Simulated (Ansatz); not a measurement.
# Phonons of W-Nb-Nb-W stack of (111) layers, part 2 of 3

Question: is the lattice of W-Nb-Nb-W stack of (111) layers stable, and if so, what are its coupling constant and resistivity?

Ansatz 0.2.0; DFT PBEsol, scalar-relativistic, plane waves, PAW; PAW set soft_1.

So far: The starting structure; Rough relaxation.

## 3. Relaxing cell and atoms

Lattice constant and positions set the bands and the force constants, so the cell is relaxed first.

File input.yaml:

```yaml
crystal:
  lattice:
    - [2.7292910701, -2.6799e-06, 0.0]
    - [-1.3646432142, 2.363636741, 0.0]
    - [0.0, 0.0, 38.202835338]
  atoms:
    - { symbol: W, position: [0.0, 0.0, 0.1368491732] }
    - { symbol: Nb, position: [0.3333333333, 0.6666666667, 0.2030395976] }
    - { symbol: Nb, position: [0.6666666667, 0.3333333333, 0.2734020025] }
    - { symbol: W, position: [0.0, 0.0, 0.339592427] }
  periodic: [true, true, false]
kpoints:
  mp_grid: { grid: [12, 12, 1] }
hamiltonian:
  xc: pbesol
  pseudopotentials: { kind: paw, azcp: { folder: soft_1 }, xc_functional: pbe }
scf:
  occupations: { method: gaussian, width: 0.1 }
output:
  forces: true
  stress: true
  eigenvalues: true
relax:
  adjacent_minimum: "off"
  f_tol: 0.005
  max_steps: 80
  cell: { stress_2d_tol: 0.02 }
```

Started as:

```bash
$ ansatz run input.yaml --threads 4 --pin off --max-ram 12288MiB --backend cpu --events-out ev --progress --plain --runs-dir out
```

Numbers of over 12 decimals in the logs are rounded to 6 here.

What it wrote:

```text
[the first part of the log is left out]
  E_aug_tail   = 0.000384  (compensation charges beyond the density's cutoff)
  E_ewald      = 125246.785573
  E_core_change = 0.821135  (= ΣΔE_core)
  E_smearing   = -0.034231  (= −TS)
  E_closure    = -0.000000  (closes the sum)
  Σ components = -29502.085128   (vs F -29502.085128, Δ=0.00e0)
--- Forces (eV/Å), atoms counted from 1 ---
  atom   1  W     -0.00000000    -0.00000000     0.00005913
  atom   2  Nb     0.00000000     0.00000000    -0.00046301
[...]
P = ½ c Tr σ = 0.0057 N/m
--- Band table (eV; the first three rows and the last of 19) ---
[...]
--- Relaxed structure (5 steps of the walk, 4 accepted, 1 SCFs on fresh bases) ---
[...]
cell:  # Å, volume = 254.9832 Å³
    - [2.737445, -2.6878996053237676e-6, 0]
    - [-1.368720, 2.370698, 0]
    - [0, 0, 39.290734]
  atoms:
    - { symbol: W, position: [0, -3.8916770900602403e-19, 0.133791] }
    - { symbol: Nb, position: [0.333333, 0.666667, 0.197624] }
    - { symbol: Nb, position: [0.666667, 0.333333, 0.265625] }
    - { symbol: W, position: [0, 3.891677090060242e-19, 0.329459] }
```

Elapsed: 18 s, on 4 threads of Arm Neoverse V2, shared host; peak memory 0.67 GiB.

The steps of the relaxation:

```tsv
step	energy less that of the first step (eV)	largest force component (eV/Å)	volume (Å³)
1	0.0000	0.1176	253.47
2	0.0666	0.7366	255.82
3	-0.0041	0.0102	254.66
4	-0.0042	0.0087	254.98
5	-0.0042	0.0004	254.98
6	-0.0043	0.0005	254.98
```

The log counts 1 steps on a newly chosen plane-wave basis, not all of them marked here; energy and pressure can jump at such steps. Relaxation step 2 was tried and not accepted.

```tsv
cell as run	before	after	change
a (Å)	2.729	2.737	+0.3 %
b (Å)	2.729	2.737	+0.3 %
```

The atoms that moved most (Å, along periodic axes as changes of fractional coordinates times the final cell, across vacuum about the mean position):

```tsv
atom	dx	dy	dz	length
W4	0.000	0.000	-0.029	0.029
W1	0.000	0.000	0.029	0.029
Nb2	0.000	0.000	0.008	0.008
Nb3	0.000	0.000	-0.008	0.008
```

The relaxed structure:

```cif
data_structure
_symmetry_space_group_name_H-M 'P 1'
_symmetry_Int_Tables_number 1
_cell_length_a 2.7374
_cell_length_b 2.7374
_cell_length_c 39.2907
_cell_angle_alpha 90.000
_cell_angle_beta 90.000
_cell_angle_gamma 120.000
_cell_volume 254.98
loop_
_atom_site_label
_atom_site_type_symbol
_atom_site_fract_x
_atom_site_fract_y
_atom_site_fract_z
_atom_site_occupancy
W1 W 0.00000 0.00000 0.13379 1
Nb2 Nb 0.33333 0.66667 0.19762 1
Nb3 Nb 0.66667 0.33333 0.26563 1
W4 W 0.00000 0.00000 0.32946 1
```

The relaxation ends with a largest force component of 4.6e-4 eV/Å.

## 4. Relaxing tightly for phonons

Phonons are second derivatives about the minimum, so the remaining forces must be small: the thresholds are tightened.

input.yaml, the sections that differ from step 3:

```yaml
crystal:
  lattice:
    - [2.7374448798, -2.6879e-06, 0.0]
    - [-1.3687201121, 2.3706981513, 0.0]
    - [0.0, 0.0, 39.2907342816]
  atoms:
    - { symbol: W, position: [0.0, 0.0, 0.1337905128] }
    - { symbol: Nb, position: [0.3333333333, 0.6666666667, 0.1976242037] }
    - { symbol: Nb, position: [0.6666666667, 0.3333333333, 0.2656254742] }
    - { symbol: W, position: [0.0, 0.0, 0.3294591651] }
  periodic: [true, true, false]
scf:
  occupations: { method: methfessel_paxton, width: 0.2 }
relax:
  adjacent_minimum: "off"
  f_tol: 0.001
  max_steps: 60
  cell: { stress_2d_tol: 0.002 }
# kpoints, hamiltonian, output: as in step 3
```

What it wrote:

```text
[the first part of the log is left out]
  E_aug_tail   = 0.000384  (compensation charges beyond the density's cutoff)
  E_ewald      = 125282.620173
  E_core_change = 0.821135  (= ΣΔE_core)
  E_smearing   = -0.015151  (= −TS)
  E_closure    = 0.000000  (closes the sum)
  Σ components = -29502.072617   (vs F -29502.072617, Δ=0.00e0)
--- Forces (eV/Å), atoms counted from 1 ---
  atom   1  W     -0.00000000     0.00000000    -0.00002340
  atom   2  Nb     0.00000000    -0.00000000    -0.00001087
[...]
0.000000       0.000000       0.000000
  P = ½ c Tr σ = 0.0002 N/m
--- Band table (eV; the first three rows and the last of 19) ---
[...]
--- Relaxed structure (5 steps of the walk, 3 accepted, 1 SCFs on fresh bases) ---
[...]
cell:  # Å, volume = 254.8860 Å³
    - [2.736923, -2.6873935654089985e-6, 0]
    - [-1.368459, 2.370246, 0]
    - [0, 0, 39.2907342816]
  atoms:
    - { symbol: W, position: [0, 0, 0.133771] }
    - { symbol: Nb, position: [0.333333, 0.666667, 0.197615] }
    - { symbol: Nb, position: [0.666667, 0.333333, 0.265635] }
    - { symbol: W, position: [0, 0, 0.329478] }
```

The job ended after 21 s (4 threads; peak memory 0.71 GiB).

Little changed from the start: no atom moved by 0.005 Å and no cell edge by 0.1 %.

## 5. Phonons: q 2×2×1, k 6×6×1

Before any scattering is computed, the phonons show whether the structure is a minimum.

File input.yaml:

```yaml
crystal:
  lattice:
    - [2.7369230452, -2.6874e-06, 0.0]
    - [-1.3684591953, 2.3702462291, 0.0]
    - [0.0, 0.0, 39.2907342816]
  atoms:
    - { symbol: W, position: [0.0, 0.0, 0.1337712847] }
    - { symbol: Nb, position: [0.3333333333, 0.6666666667, 0.1976150362] }
    - { symbol: Nb, position: [0.6666666667, 0.3333333333, 0.2656346417] }
    - { symbol: W, position: [0.0, 0.0, 0.3294783932] }
  periodic: [true, true, false]
kpoints:
  mp_grid: { grid: [6, 6, 1] }
hamiltonian:
  xc: pbesol
  pseudopotentials: { kind: paw, azcp: { folder: soft_1 }, xc_functional: pbe }
scf:
  occupations: { method: methfessel_paxton, width: 0.2 }
output:
  eigenvalues: true
phonons:
  method: dfpt
  qmesh: [2, 2, 1]
  temperatures: { t_max: 1000, t_step: 50 }
  qpath:
    path:
      - [0.0, 0.0, 0.0]
      - [0.5, 0.0, 0.0]
      - [0.33333333, 0.33333333, 0.0]
      - [0.0, 0.0, 0.0]
    npoints: 10
```

What it wrote:

```text
Warning: crystal.symmetry: narrowed to the stabiliser of the run's FFT grids — unitary ops 12 → 6. A phonons.method: dfpt run fills in the rows of the dynamical matrix that it does not solve by its symmetry operations, which is exact only for operations that map its FFT grids onto themselves: filled in by any other, the frequencies could depend on the order in which like atoms are typed, or, by more than the grids' own error, on where the crystal sits among the grids' points. Excluded: 6 operations. The run can therefore solve more perturbations, solve them on more k-points, or both, and cost more. [rest of the remark cut]
[...]
Crystal: 4 atoms, lattice volume = 254.886 Å³
Basis set: ecut = 420 eV, 4997 PW (Γ), exchange–correlation on 40×40×540 points (8 copies of the dense FFT grid, shifted against one another)
Bands: 33, of which v1, the nominal top of the filled ones, is band 27 counted from 1 (26 counted from 0)
Symmetry: 12 space group operations
k-points: 7 of 36 (irreducible under 6 space group operations, time reversal used)
[...]
SCF iter   1: F=—  HF=-29503.901118 eV  |F-HF|=—  |Δ(HF+E_count)|=         —  Δρ=3.96e-2  dr2=7.30e0  ethr=3.10e-3  ⟨swp⟩=14.1  Hψ=3887  notcnv=0
automatic band count: the SCF goes on with 39 bands, as 33 were too few: they end inside the smearing window of the response
[...]
SCF iter   2: F=—  HF=-29502.147479 eV  |F-HF|=—  |Δ(HF+E_count)|=    1.75e0  S|Δr|=    0.00e0  Δρ=2.19e-2  dr2=2.26e0  ethr=3.10e-3  ⟨swp⟩=4.1  Hψ=751  notcnv=0  defer=25
[...]
SCF iter  14: F=-29501.805271 eV  HF=-29501.805271 eV  |F-HF|=6.11e-10  |Δ(HF+E_count)|=  9.75e-10  S|Δr|=    0.00e0  Δρ=3.81e-8  dr2=4.32e-12  ethr=1.00e-12  ⟨swp⟩=24.3  Hψ=2462  notcnv=0
SCF 1 converged in 14 iterations: F = -29501.805271 eV  dr2 = 4.32e-12
[...]
phonons: the bands overlap, so this run is a metal and interpolates without the dipole-dipole term. If the crystal is really an insulator or semiconductor, its LO-TO splitting is missing
NSCF: frozen V_eff on 7 k-points
WARN: eigensolver did not converge (k=1): 1 band(s) unlocked after 2 eigensolves, warm-restarted (20 sweeps on the last) at ethr=2.02e-12 eV (storage-precision floor; scheduled 1.00e-12 eV) (lowest unlocked band 38, counted from 0; max residual 1.14e-3 eV among the unlocked bands, 1.14e-3 eV over every band; other slots of this pass that fall short are told together in one closing line; warning suppressed until the next SCF loop or pass starts)
WARN: eigensolver did not converge in 3 slots of this pass, the one above among them; of largest residual over every band (k=6): 1 band(s) unlocked (lowest unlocked band 38, counted from 0; max residual 2.08e-3 eV among the unlocked bands, 2.08e-3 eV over every band); of lowest unlocked band (k=1): band 38
[...]
DFPT response loops at q = (0, 0, 0) (fractional): preconditioner auto → none (partly filled bands, converged f_vac=0.689); β = 0.50; Broyden in place of MSR1
[...]
SCF converged after 14 iterations
Stability not checked: this state was not tested for a lower state beside it, because cold or Methfessel-Paxton smearing, or corrected tetrahedra, fill the levels in a way that the test cannot read (fill_not_monotonic; see scf.lower_state_search)
Free energy (F): -29501.805271 eV
[...]
Internal energy: -29501.767872 eV  (E = F + TS)
E sigma→0 (E₀):  -29501.795922 eV
Entropy (-TS):   -0.037399 eV (-9.350 meV/atom)
Fermi energy:    -5.501184 eV
[...]
--- Band table (eV; the first three rows and the last of 7) ---
  k-point 0: bands = [... 23 lower, -5.6688, -5.6688, -5.6477, -5.6477, -5.6269, -5.1414, -5.1312, -5.1312, ... 8 higher]
  k-point 1: bands = [... 23 lower, -6.5965, -6.4939, -6.3546, -6.1453, -5.6427, -5.3673, -4.5870, -4.5704, ... 8 higher]
  k-point 2: bands = [... 23 lower, -6.8035, -6.5117, -5.5927, -5.3850, -4.8398, -4.1518, -3.7256, -3.2845, ... 8 higher]
  k-point 6: bands = [... 23 lower, -6.4755, -6.4755, -6.4139, -6.4139, -6.1669, -6.1669, -4.3593, -4.1349, ... 8 higher]
--- Phonons (Γ-DFPT): 8 representative perturbations + reference (Σ response iterations 53) ---
  ASR residual: 3.685e-5 → 0.000e0 eV/Å²; symmetrization residual: 3.422e-5 eV/Å²
  The last average, over the group as it would stand without the narrowing to the FFT grids, took up to 1.910e-5 eV/Å² of the zone centre's force constants
  ASR residual per site (eV/Å²): 3.43e-5 3.35e-5 2.70e-5 3.68e-5
  Γ frequencies (cm⁻¹): -75.28 -75.28 -61.19 -61.19 -35.26 -35.26 0.00 0.00 0.00 64.51 159.00 216.37
--- Phonons (arbitrary-q DFPT): 2 irreducible q on the 2×2×1 mesh ---
  q = [0.0000, 0.0000, 0.0000] (star 1, of the zone-centre solve; hermiticity 6.06e-6, symmetrization 1.69e-6, taken by the last average 1.89e-6): -75.28 -75.28 -61.19 -61.19 -35.26 -35.26 -0.00 -0.00 0.00 64.51 159.00 216.37
  q = [0.0000, -0.5000, 0.0000] (star 3, 12 solved perturbations in 212 linear systems a pass and spin channel, the states on 20 of 36 k-point pairs; hermiticity 6.69e-6, symmetrization 3.50e-6, taken by the last average 9.75e-7): -147.35 -126.41 -103.74 -92.42 -65.29 98.10 107.46 149.06 163.71 175.73 237.04 253.03
  sum rule: each row above includes the acoustic sum rule's correction from the zone centre's row sums; it moved no ω² by more than (0.31 cm⁻¹)²
  mesh force constants: q→R imaginary residual 1.98e-17; ASR residual 3.685e-5 → 0.000e0 eV/Å²; symmetrization residual 1.066e-14 eV/Å²
  interpolated dispersion: 31 rows × 12 modes
  density of states and harmonic sums: on the 26×26×1 q-mesh, interpolated from the force constants of a 2×2×1 supercell (no non-analytic term)
  largest difference from the sums on the solved wave vectors: F 3.26e-1 eV, S 4.49e-4 and C_V 1.27e-4 eV/K
  zero-point energy: 0.064882 eV/cell   skipped modes (ω ≤ 0): 328, of them read as no rigid motion or as one in doubt: 325 (4.567e0 modes/cell left out, lowest -147.35 cm⁻¹)   left out of the sums: 3.81e-1 of the cell's modes: C_V's classical limit lies that fraction below 3 k_B per atom; for a crystal, a wire or a layer, F and S can be off by more, and a phonons.interpolated_qmesh denser along its periods is the remedy for the sampling
```

Run time: 1.9 min. Hardware: 4 threads; peak memory 1.1 GiB.

In the SCF lines HF is the Harris–Foulkes energy and dr2 the Hartree energy of the density residual, in eV; the loop may stop once dr2 is under the threshold and the program's other checks hold. Hψ counts applications of the Hamiltonian.

Numbers from this step:

```yaml
share_of_imaginary_modes_in_the_plain_interpolation_between_solved_wavevectors: 0.3896
highest_frequency_solved_or_plainly_interpolated: 253.0 cm⁻¹
```

Solved on the 2×2×1 mesh alone; all other wavevectors are interpolated. The phonon branches at the labelled points (cm⁻¹):

```tsv
point	branch 1	branch 2	branch 3	branch 4	branch 9	branch 10	branch 11	branch 12
Γ	-75	-75	-61	-61	0	64	159	216
M	-147	-126	-104	-92	164	176	237	253
K	-109	-100	33	33	164	196	196	208
Γ	-75	-75	-61	-61	0	64	159	216
```

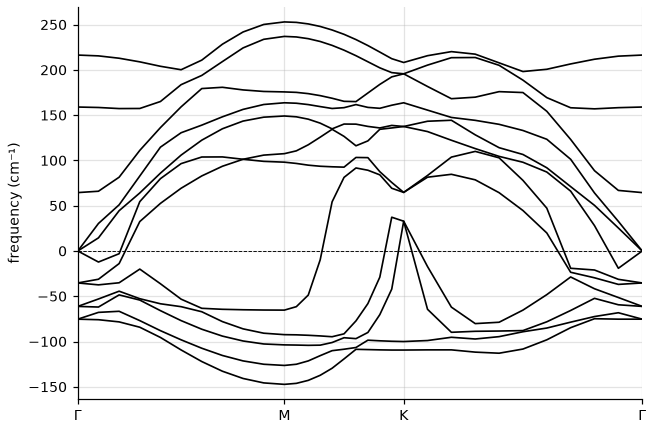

Phonon branches along the path.

Lowest modes at the softest wavevector of the mesh. The modes at q = (0.500, 0.000, 0.000) (shares of kinetic energy by element, %) (negative means imaginary):

```tsv
mode	frequency (cm⁻¹)	W %	Nb %
1	-147.3	99	1
2	-126.4	85	15
3	-103.7	97	3
4	-92.4	94	6
5	-65.3	15	85
6	98.1	22	78
```

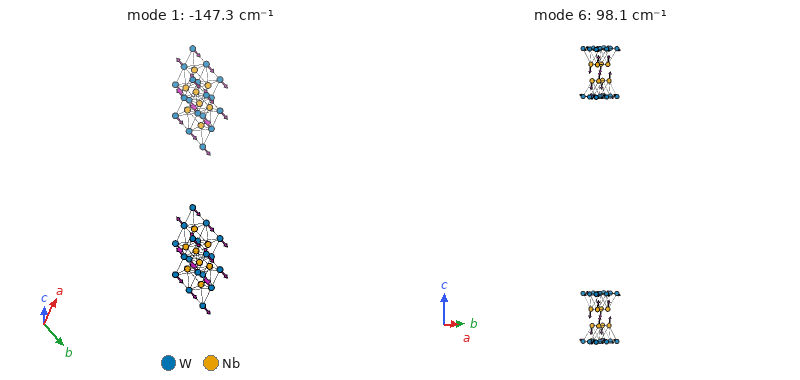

Displacement patterns of modes 1 and 6 at q = (0.500, 0.000, 0.000); arrows are exaggerated. 2×2×2 cells are drawn. Some periodic images of atoms are drawn too.

Among the solved wavevectors the lowest mode, translations apart, is -147 cm⁻¹, imaginary.

## 6. Lattice stability: q 3×3×1, k 9×9×1

An imaginary mode on so few k-points may come from the sampling, so the phonons are repeated with another q and k mesh.

input.yaml, as its differences from that of step 5:

```diff
@@ -12,3 +12,3 @@
 kpoints:
-  mp_grid: { grid: [6, 6, 1] }
+  mp_grid: { grid: [9, 9, 1] }
 hamiltonian:
@@ -22,3 +22,3 @@
   method: dfpt
-  qmesh: [2, 2, 1]
+  qmesh: [3, 3, 1]
   temperatures: { t_max: 1000, t_step: 50 }
```

What it wrote:

```text
[...]
Crystal: 4 atoms, lattice volume = 254.886 Å³
Basis set: ecut = 420 eV, 4997 PW (Γ), exchange–correlation on 40×40×540 points (8 copies of the dense FFT grid, shifted against one another)
Bands: 33, of which v1, the nominal top of the filled ones, is band 27 counted from 1 (26 counted from 0)
Symmetry: 12 space group operations
k-points: 12 of 81 (irreducible under 6 space group operations, time reversal used)
[...]
SCF iter   1: F=—  HF=-29504.093279 eV  |F-HF|=—  |Δ(HF+E_count)|=         —  Δρ=3.86e-2  dr2=7.87e0  ethr=3.10e-3  ⟨swp⟩=14.9  Hψ=6637  notcnv=0
[...]
SCF iter  12: F=-29502.059369 eV  HF=-29502.059369 eV  |F-HF|=2.18e-10  |Δ(HF+E_count)|=   1.77e-9  S|Δr|=    0.00e0  Δρ=3.07e-8  dr2=2.56e-12  ethr=1.00e-12  ⟨swp⟩=25.2  Hψ=4302  notcnv=0
SCF 1 converged in 12 iterations: F = -29502.059369 eV  dr2 = 2.56e-12
[...]
SCF converged after 12 iterations
[...]
Free energy (F): -29502.059369 eV
[...]
Internal energy: -29502.065969 eV  (E = F + TS)
E sigma→0 (E₀):  -29502.061019 eV
Entropy (-TS):   0.006600 eV (1.650 meV/atom)
Fermi energy:    -5.457097 eV
[...]
--- Band table (eV; the first three rows and the last of 12) ---
  k-point 0: bands = [... 23 lower, -5.6205, -5.6205, -5.6023, -5.6005, -5.6005, -5.1054, -5.0633, -5.0633, ... 8 higher]
  k-point 1: bands = [... 23 lower, -6.1414, -6.0726, -5.9853, -5.7320, -5.3255, -5.2651, -5.1278, -5.1078, ... 8 higher]
  k-point 2: bands = [... 23 lower, -6.6824, -6.6088, -6.4824, -6.2988, -5.5933, -4.8788, -3.8866, -3.8083, ... 8 higher]
  k-point 11: bands = [... 23 lower, -6.4251, -6.4251, -6.3740, -6.3740, -6.0880, -6.0880, -4.2940, -4.0800, ... 8 higher]
[...]
ASR residual: 1.825e-4 → 0.000e0 eV/Å²; symmetrization residual: 5.006e-5 eV/Å²
[...]
ASR residual per site (eV/Å²): 7.65e-5 1.83e-4 1.65e-4 7.38e-5
[...]
--- Phonons (arbitrary-q DFPT): 3 irreducible q on the 3×3×1 mesh ---
[...]
interpolated dispersion: 31 rows × 12 modes
[...]
```

Elapsed: 7.3 min, on 4 threads; peak memory 2 GiB.

This step gave:

```
share of imaginary modes in the plain interpolation between solved wavevectors : 0.1043
highest frequency, solved or plainly interpolated                              : 250.1 cm⁻¹
```

Solved on the 3×3×1 mesh alone; all other wavevectors are interpolated. The phonon branches at the labelled points (cm⁻¹):

```tsv
point	branch 1	branch 2	branch 3	branch 4	branch 9	branch 10	branch 11	branch 12
Γ	-57	-57	-53	-53	0	78	188	231
M	-20	-12	50	75	185	194	235	250
K	108	121	121	121	212	212	222	231
Γ	-57	-57	-53	-53	0	78	188	231
```

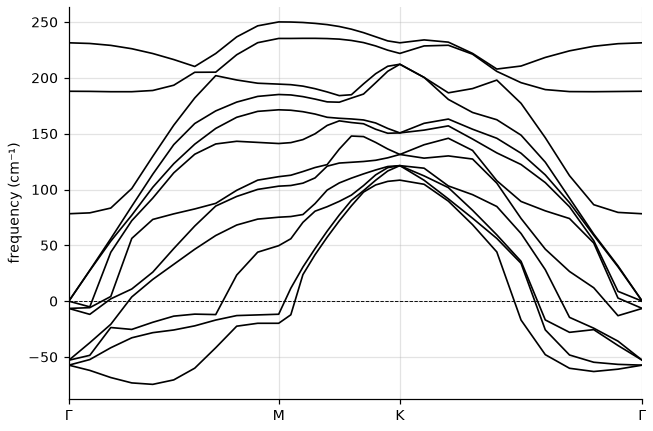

Phonon branches along the path.

The modes has structure finer than the step of the table below, so its rows give means over 25 cm⁻¹, whole bins alone (the curve runs from -84.6 to 267 cm⁻¹). Peaks (cm⁻¹: height): Nb 54.8: 0.0237, 72.5: 0.0238, 112.4: 0.0285, 143.4: 0.0276, 158.9: 0.0242, 189.8: 0.0504, 229.7: 0.0558; W -22.6: 0.0287, 37.1: 0.0329, 81.4: 0.0501, 99.1: 0.0471, 127.9: 0.0300, 143.4: 0.0330, 158.9: 0.0425.

Phonopy on the run's constants, 21x21x1 mesh, Gaussian sigma 2.5 cm⁻¹. The modes by wavenumber; means over each step; values in 1/cm⁻¹/cell:

```tsv
wavenumber (cm⁻¹)	Nb	W
-50	0.00897	0.00212
-25	0.00762	0.0171
0	0.00273	0.0118
25	0.00749	0.0207
50	0.0137	0.0227
75	0.0195	0.0368
100	0.0194	0.0373
125	0.0216	0.0241
150	0.0225	0.0323
175	0.0202	0.0240
200	0.0383	0.00774
225	0.0407	0.00232
250	0.0110	2.0e-4
```

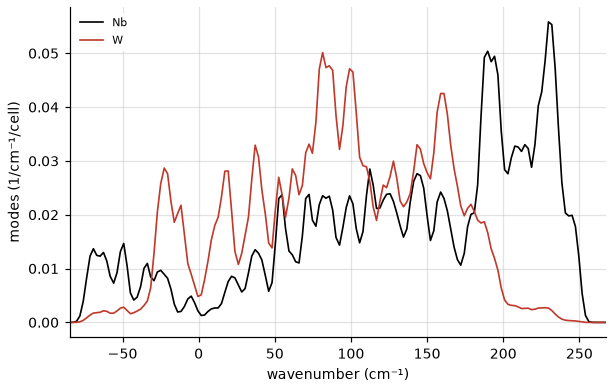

Modes, plotted against wavenumber.

[end of part 2 of 3]

[Logs are printed without paths, hosts, clocks, repeated set-up lines and the standing remarks that a program may print on its own settings, such as how far it seeks lower states.]

[Hosts, paths, dates, database ids (printed as entryN), source tags and the programs' standing remarks are cut or masked in the printed files.]
